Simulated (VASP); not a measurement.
# Run report: BH$_{2}$F, geometry relaxation (part 1 of 2)

System: BH$_{2}$F (4 atoms in the cell).
Method: Kohn-Sham DFT of a periodic cell, BLYP with D3(BJ), VASP PAW PBE potentials, hard, no spin polarisation (VASP 6.6.1).

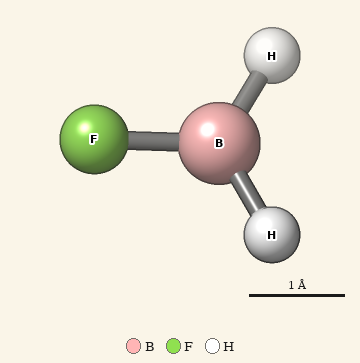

**Figure 1.** The starting structure (ball-and-stick view of the molecule without its box, seen at a tilt). Bond lengths as drawn: B–F 1.32 Å and B–H 1.20 Å.

**Summary**

| quantity | value |
| --- | --- |
| outcome | converged |
| electrons treated | 12 |
| free energy | −18.3474 eV |
| dispersion energy | −0.0529 eV |
| Fermi energy | −7.555 eV |
| gap on the k-point mesh | 5.56 eV |
| final volume | 1452.00 Å³ |
| largest force (length of the vector) at the end | 0.013 eV/Å |
| hardware | 1 thread of Intel Xeon (Granite Rapids), 120 GiB of memory available, shared host |
| wall time | 15 min |
| peak memory | 1.9 GiB |

**INCAR**
```
PREC = Accurate
ENCUT = 900
EDIFF = 1E-6
ISMEAR = 0
SIGMA = 0.01
LREAL = False
LASPH = True
NELM = 100
ALGO = Normal
ISIF = 2
LWAVE = False
LCHARG = False
GGA = B5
ALDAX = 1.0
AGGAX = 1.0
AGGAC = 1.0
ALDAC = 0.0
IVDW = 12
VDW_S6 = 1.0
VDW_S8 = 2.6996
VDW_A1 = 0.4298
VDW_A2 = 4.2359
IBRION = 2
NSW = 60
EDIFFG = -0.02
```

**KPOINTS**
```
regular mesh
0
Gamma
  1 1 1
```

**POSCAR**
```
BH2F
1.0
   12.0000000000      0.0000000000      0.0000000000
    0.0000000000     11.0000000000      0.0000000000
    0.0000000000      0.0000000000     11.0000000000
B F H
1 1 2
Cartesian
    5.9613500400      5.3967500400      5.5910499700
    7.0498500000      5.1040500500      6.2717499900
    4.9761500400      4.7516499800      5.8080500500
    6.0228500400      6.2903500000      4.7962500300
```

Command:
```bash
cat potpaw_PBE.64/B_h/POTCAR potpaw_PBE.64/F_h/POTCAR potpaw_PBE.64/H_h/POTCAR > POTCAR
mpirun -np 1 vasp_gam > vasp.out
```

**OSZICAR**
```
N       E                     dE             d eps       ncg     rms          rms(c)
DAV:   1     0.170478213661E+03    0.17048E+03   -0.31387E+03    20   0.971E+02
DAV:   2     0.644082297433E+02   -0.10607E+03   -0.10573E+03    38   0.848E+01
DAV:   3    -0.575962029157E+01   -0.70168E+02   -0.69903E+02    32   0.136E+02
DAV:   4    -0.194275964844E+02   -0.13668E+02   -0.13666E+02    20   0.730E+01
DAV:   5    -0.199488311021E+02   -0.52123E+00   -0.52118E+00    30   0.167E+01    0.769E+00
DAV:   6    -0.187570438320E+02    0.11918E+01   -0.21108E+00    30   0.128E+01    0.389E+00
DAV:   7    -0.183424595219E+02    0.41458E+00   -0.52311E-01    30   0.536E+00    0.140E+00
DAV:   8    -0.182795234632E+02    0.62936E-01   -0.17891E-01    30   0.298E+00    0.344E-01
DAV:   9    -0.182815469484E+02   -0.20235E-02   -0.13400E-02    20   0.107E+00    0.127E-01
DAV:  10    -0.182831737838E+02   -0.16268E-02   -0.24003E-03    24   0.462E-01    0.701E-02
DAV:  11    -0.182855209217E+02   -0.23471E-02   -0.10093E-03    20   0.405E-01    0.359E-02
DAV:  12    -0.182867617659E+02   -0.12408E-02   -0.67458E-04    22   0.332E-01    0.261E-02
DAV:  13    -0.182882541323E+02   -0.14924E-02   -0.46608E-04    22   0.319E-01    0.116E-02
DAV:  14    -0.182889758991E+02   -0.72177E-03   -0.29342E-04    24   0.278E-01    0.814E-03
DAV:  15    -0.182894276530E+02   -0.45175E-03   -0.24420E-04    22   0.256E-01    0.433E-03
DAV:  16    -0.182895912882E+02   -0.16364E-03   -0.11812E-04    24   0.187E-01    0.337E-03
DAV:  17    -0.182896603902E+02   -0.69102E-04   -0.75657E-05    22   0.162E-01    0.135E-03
DAV:  18    -0.182896822888E+02   -0.21899E-04   -0.31774E-05    22   0.105E-01    0.172E-03
DAV:  19    -0.182896969760E+02   -0.14687E-04   -0.32961E-05    22   0.106E-01    0.428E-04
DAV:  20    -0.182896970684E+02   -0.92387E-07   -0.11819E-05    24   0.593E-02    0.565E-04
DAV:  21    -0.182896982282E+02   -0.11598E-05   -0.59395E-06    24   0.438E-02    0.263E-04
DAV:  22    -0.182896984560E+02   -0.22780E-06   -0.58877E-06    24   0.418E-02
   1 F= -.18342664E+02 E0= -.18342664E+02  d E =-.183427E+02
       N       E                     dE             d eps       ncg     rms          rms(c)
DAV:   1    -0.182397693256E+02    0.49929E-01   -0.21559E+01    22   0.595E+01    0.591E-01
DAV:   2    -0.182577425792E+02   -0.17973E-01   -0.25049E-01    24   0.533E+00    0.415E-01
DAV:   3    -0.182555363066E+02    0.22063E-02   -0.44050E-03    24   0.928E-01    0.271E-01
DAV:   4    -0.182552664543E+02    0.26985E-03   -0.56740E-03    24   0.975E-01    0.452E-02
DAV:   5    -0.182553092312E+02   -0.42777E-04   -0.11647E-03    24   0.445E-01    0.345E-02
DAV:   6    -0.182555769030E+02   -0.26767E-03   -0.23711E-04    22   0.262E-01    0.151E-02
DAV:   7    -0.182557787518E+02   -0.20185E-03   -0.18942E-04    20   0.244E-01    0.828E-03
DAV:   8    -0.182559111449E+02   -0.13239E-03   -0.15375E-04    20   0.236E-01    0.718E-03
DAV:   9    -0.182561222144E+02   -0.21107E-03   -0.15323E-04    22   0.205E-01    0.351E-03
DAV:  10    -0.182561751274E+02   -0.52913E-04   -0.83940E-05    24   0.174E-01    0.204E-03
DAV:  11    -0.182562219624E+02   -0.46835E-04   -0.55832E-05    22   0.132E-01    0.109E-03
DAV:  12    -0.182562339654E+02   -0.12003E-04   -0.56137E-05    24   0.135E-01    0.689E-04
DAV:  13    -0.182562437648E+02   -0.97994E-05   -0.27843E-05    20   0.979E-02    0.433E-04
DAV:  14    -0.182562465379E+02   -0.27731E-05   -0.16341E-05    24   0.739E-02    0.335E-04
DAV:  15    -0.182562468545E+02   -0.31660E-06   -0.12035E-05    24   0.582E-02    0.180E-04
DAV:  16    -0.182562472369E+02   -0.38244E-06   -0.43227E-06    24   0.359E-02
   2 F= -.18309099E+02 E0= -.18309099E+02  d E =0.335641E-01
       N       E                     dE             d eps       ncg     rms          rms(c)
DAV:   1    -0.182830340579E+02   -0.26787E-01   -0.12197E+01    22   0.450E+01    0.438E-01
DAV:   2    -0.182955161438E+02   -0.12482E-01   -0.16921E-01    20   0.430E+00    0.396E-01
DAV:   3    -0.182940627842E+02    0.14534E-02   -0.29856E-03    24   0.783E-01    0.278E-01
DAV:   4    -0.182936881179E+02    0.37467E-03   -0.70733E-03    24   0.103E+00    0.744E-02
DAV:   5    -0.182935934288E+02    0.94689E-04   -0.99581E-04    24   0.437E-01    0.252E-02
DAV:   6    -0.182936332187E+02   -0.39790E-04   -0.19351E-04    24   0.219E-01    0.159E-02
DAV:   7    -0.182938592869E+02   -0.22607E-03   -0.19680E-04    24   0.236E-01    0.796E-03
DAV:   8    -0.182940321336E+02   -0.17285E-03   -0.19631E-04    24   0.230E-01    0.102E-02
DAV:   9    -0.182941770749E+02   -0.14494E-03   -0.16780E-04    24   0.229E-01    0.510E-03
DAV:  10    -0.182942300103E+02   -0.52935E-04   -0.13312E-04    24   0.213E-01    0.324E-03
DAV:  11    -0.182942810824E+02   -0.51072E-04   -0.54589E-05    22   0.136E-01    0.183E-03
DAV:  12    -0.182942911461E+02   -0.10064E-04   -0.28656E-05    22   0.936E-02    0.787E-04
DAV:  13    -0.182942998395E+02   -0.86934E-05   -0.24393E-05    20   0.864E-02    0.367E-04
DAV:  14    -0.182943065343E+02   -0.66948E-05   -0.20591E-05    22   0.819E-02    0.327E-04
DAV:  15    -0.182943068832E+02   -0.34885E-06   -0.13133E-05    24   0.605E-02    0.156E-04
DAV:  16    -0.182943078859E+02   -0.10028E-05   -0.65202E-06    24   0.467E-02    0.144E-04
DAV:  17    -0.182943083914E+02   -0.50551E-06   -0.69173E-06    24   0.442E-02
   3 F= -.18347245E+02 E0= -.18347245E+02  d E =-.458128E-02
       N       E                     dE             d eps       ncg     rms          rms(c)
DAV:   1    -0.182943060401E+02    0.18458E-05   -0.53484E-04    24   0.298E-01    0.286E-03
DAV:   2    -0.182943071491E+02   -0.11089E-05   -0.14217E-05    24   0.579E-02    0.233E-03
DAV:   3    -0.182943068628E+02    0.28624E-06   -0.42940E-06    24   0.374E-02
   4 F= -.18347244E+02 E0= -.18347244E+02  d E =-.458032E-02
       N       E                     dE             d eps       ncg     rms          rms(c)
DAV:   1    -0.182944341527E+02   -0.12700E-03   -0.67577E-02    24   0.339E+00    0.417E-02
DAV:   2    -0.182944706262E+02   -0.36473E-04   -0.67594E-04    24   0.301E-01    0.260E-02
DAV:   3    -0.182944644263E+02    0.61999E-05   -0.37195E-05    24   0.100E-01    0.152E-02
DAV:   4    -0.182944624425E+02    0.19838E-05   -0.59659E-05    24   0.119E-01    0.381E-03
DAV:   5    -0.182944608535E+02    0.15890E-05   -0.20339E-05    24   0.819E-02    0.169E-03
DAV:   6    -0.182944618898E+02   -0.10364E-05   -0.93547E-06    24   0.598E-02    0.858E-04
DAV:   7    -0.182944628428E+02   -0.95299E-06   -0.72557E-06    24   0.501E-02
   5 F= -.18347395E+02 E0= -.18347395E+02  d E =-.151167E-03
```

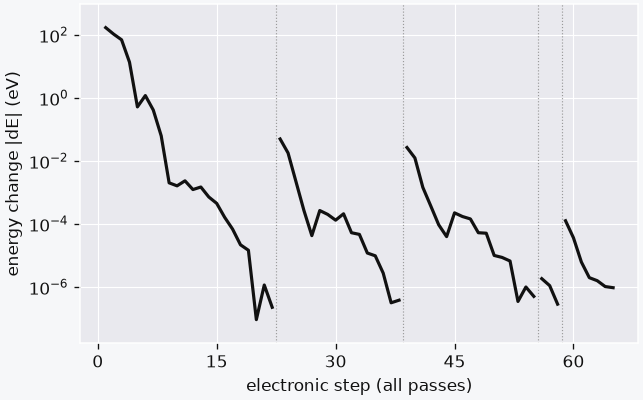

**Figure 2.** Convergence of the self-consistent field: energy change |dE| against the electronic step. Each stretch between dotted lines is the SCF of one geometry step of a relaxation. The 5 ionic steps take 3 to 22 electronic steps each. The density is held fixed in the first few steps, and dE rises again when its update begins.

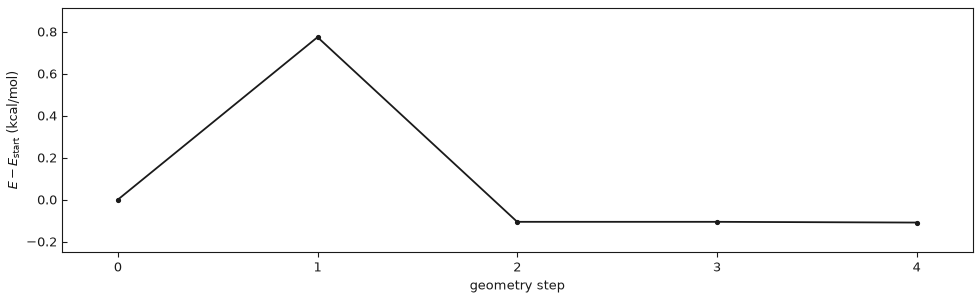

**Figure 3.** Progress of the relaxation, step by step (steps are counted from 0). Over 4 geometry steps the energy falls by 0.11 kcal/mol. The largest force component goes from 0.52 to 0.0097 eV/Å. The largest move after the best rigid fit is that of F2, 0.009 Å. Largest moves by element: F 0.009 Å, B 0.006 Å, H 0.002 Å. Among the contacts that change: B1–F2 1.317 → 1.332 Å. (Atoms are counted from 1 in the order of the input.)

**Parts of OUTCAR**
```
PREC = Accurate
   ENCUT = 900
   EDIFF = 1E-6
   ISMEAR = 0
   LREAL = False
   LASPH = True
   NELM = 100
   ISIF = 2
   GGA = B5
   IVDW = 12
   VDW_S6 = 1.0
   VDW_S8 = 2.6996
   VDW_A1 = 0.4298
   VDW_A2 = 4.2359
   IBRION = 2
   NSW = 60
   EDIFFG = -0.02
     VDW_S6 = 1
     VDW_S8 = 2.7
     VDW_A1 = 0.43
     VDW_A2 = 4.236
 IVDW          = 12
 VDW_S6        =  1.00000000  s6, scaling of the dipole-dipole dispersion
 VDW_S8        =  2.69960000  s8, scaling of the dipole-quadrupole dispersion
 VDW_A1        =  0.42980000  a1, scaling of the critical radii
 VDW_A2        =  4.23590000  a2, offset of the critical radii
 VDW_RADIUS    = 50.20216178  two-body interaction cutoff (in Angstroms)
 VDW_CNRADIUS  = 21.16708996  CN, coordination number cutoff (in Angstroms)

 ion  position               nearest neighbor table
   1  0.497  0.491  0.508-   2 1.32
   2  0.587  0.464  0.570-   1 1.32
   3  0.415  0.432  0.528-
   4  0.502  0.572  0.436-

  LATTYP: Found a simple tetragonal cell.
 ALAT       =    11.0000000000
 C/A-ratio  =     1.0909090909

  Lattice vectors:

 A1 = (   0.0000000000,  11.0000000000,   0.0000000000)
 A2 = (   0.0000000000,   0.0000000000,  11.0000000000)
 A3 = (  12.0000000000,   0.0000000000,   0.0000000000)

Analysis of symmetry for initial positions (statically):
=====================================================================
 Subroutine PRICEL returns:
 Original cell was already a primitive cell.

 Routine SETGRP: Setting up the symmetry group for a
 simple tetragonal supercell.

 Subroutine GETGRP returns: Found  1 space group operations
 (whereof  1 operations were pure point group operations)
 out of a pool of 16 trial point group operations.

The static configuration has the point symmetry C_1 .

Analysis of symmetry for dynamics (positions and initial velocities):
=====================================================================
 Subroutine PRICEL returns:
 Original cell was already a primitive cell.

 Routine SETGRP: Setting up the symmetry group for a
 simple tetragonal supercell.

 Subroutine GETGRP returns: Found  1 space group operations
 (whereof  1 operations were pure point group operations)
 out of a pool of 16 trial point group operations.

The dynamic configuration has the point symmetry C_1 .

 Subroutine INISYM returns: Found  1 space group operations
 (whereof  1 operations are pure point group operations),
 and found     1 'primitive' translations

----------------------------------------------------------------------------------------

                                     Primitive cell

  volume of cell :    1452.0000

  direct lattice vectors                    reciprocal lattice vectors
    12.000000000  0.000000000  0.000000000     0.083333333  0.000000000  0.000000000
     0.000000000 11.000000000  0.000000000     0.000000000  0.090909091  0.000000000
     0.000000000  0.000000000 11.000000000     0.000000000  0.000000000  0.090909091

  length of vectors
    12.000000000 11.000000000 11.000000000     0.083333333  0.090909091  0.090909091

  position of ions in fractional coordinates (direct lattice)
     0.496779170  0.490613640  0.508277270
     0.587487500  0.464004550  0.570159090
     0.414679170  0.431968180  0.528004550
     0.501904170  0.571850000  0.436022730

  ion indices of the primitive-cell ions
   primitive index   ion index
                 1           1
                 2           2
                 3           3
                 4           4

----------------------------------------------------------------------------------------

 KPOINTS: regular mesh

Automatic generation of k-mesh.
 Grid dimensions read from file:
 generate k-points for:    1    1    1

 Generating k-lattice:

  Cartesian coordinates                     Fractional coordinates (reciprocal lattice)
     0.083333333  0.000000000  0.000000000     1.000000000  0.000000000  0.000000000
     0.000000000  0.090909091  0.000000000     0.000000000  1.000000000  0.000000000
     0.000000000  0.000000000  0.090909091     0.000000000  0.000000000  1.000000000

  Length of vectors
     0.083333333  0.090909091  0.090909091

  Shift w.r.t. Gamma in fractional coordinates (k-lattice)
     0.000000000  0.000000000  0.000000000

 Subroutine IBZKPT returns following result:
 ===========================================

 Found      1 irreducible k-points:

 Following reciprocal coordinates:
            Coordinates               Weight
  0.000000  0.000000  0.000000      1.000000
   k-points           NKPTS =      1   k-points in BZ     NKDIM =      1   number of bands    NBANDS=     10
   number of dos      NEDOS =    301   number of ions     NIONS =      4
   total plane-waves  NPLWV = ******
   dimension x,y,z NGX =   120 NGY =  108 NGZ =  108
   dimension x,y,z NGXF=   240 NGYF=  216 NGZF=  216
   ions per type =               1   1   2
   NGX,Y,Z   is equivalent  to a cutoff of  16.62, 16.32, 16.32 a.u.
   NGXF,Y,Z  is equivalent  to a cutoff of  33.25, 32.64, 32.64 a.u.
 SYSTEM =  unknown system
   PREC   = accura    normal or accurate (medium, high low for compatibility)
   ISTART =      0    job   : 0-new  1-cont  2-samecut
   ICHARG =      2    charge: 1-file 2-atom 10-const
   ISPIN  =      1    spin polarized calculation?
   LNONCOLLINEAR =      F non collinear calculations
   LSORBIT =      F    spin-orbit coupling
   LASPH  =      T    aspherical Exc in radial PAW
   ENCUT  =  900.0 eV  66.15 Ry    8.13 a.u.  29.35 26.91 26.91*2*pi/ulx,y,z
   NELM   =    100;   NELMIN=  2; NELMDL= -5     # of ELM steps
   EDIFF  = 0.1E-05   stopping-criterion for ELM
   LREAL  =      F    real-space projection
   EDIFFG = -.2E-01   stopping-criterion for IOM
   NSW    =     60    number of steps for IOM
   IBRION =      2    ionic relax: 0-MD 1-quasi-New 2-CG
   NFREE  =      1    steps in history (QN), initial steepest desc. (CG)
   ISIF   =      2    stress and relaxation
   ISYM   =      2    0-nonsym 1-usesym 2-fastsym
   POTIM  = 0.5000    time-step for ionic-motion
   TEBEG  =    0.0;   TEEND  =   0.0 temperature during run
   PSTRESS=    0.0 pullay stress
   NELECT =      12.0000    total number of electrons
   NUPDOWN=      -1.0000    fix difference up-down
   EMIN   =  10.00;   EMAX   =-10.00  energy-range for DOS
   EFERMI =   0.00;   METHOD = LEGACY
   ISMEAR =     0;   SIGMA  =   0.01  broadening in eV -4-tet -1-fermi 0-gaus
   EFERMI_NEDOS =   21; number of points for ismear=-14 and -15
   IALGO  =     38    algorithm
   IMIX   =      4    mixing-type and parameters
     AMIX     =   0.40;   BMIX     =  1.00
     AMIX_MAG =   1.60;   BMIX_MAG =  1.00
  volume/ion in A,a.u.               =     363.00      2449.64
  Fermi-wavevector in a.u.,A,eV,Ry     =   0.330989  0.625478  1.490565  0.109553
  Thomas-Fermi vector in A             =   1.226762
   LORBIT       =      0    0 simple, 1 ext, 2 COOP (PROOUT), +10 PAW based schemes
   GGA     = B5    functional components
   LHFCALC =     F    Hartree Fock is set to
   AEXX    =    0.0000 exact exchange contribution
   IVDW    =    12    specifies the selected vdW correction
   LEPSILON=     F    determine dielectric tensor
   LRPA    =     F    only Hartree local field effects (RPA)
 conjugate gradient relaxation of ions
 non-spin polarized calculation
 Gauss-broadening in eV      SIGMA  =   0.01
  energy-cutoff  :      900.00
  volume of cell :     1452.00
```
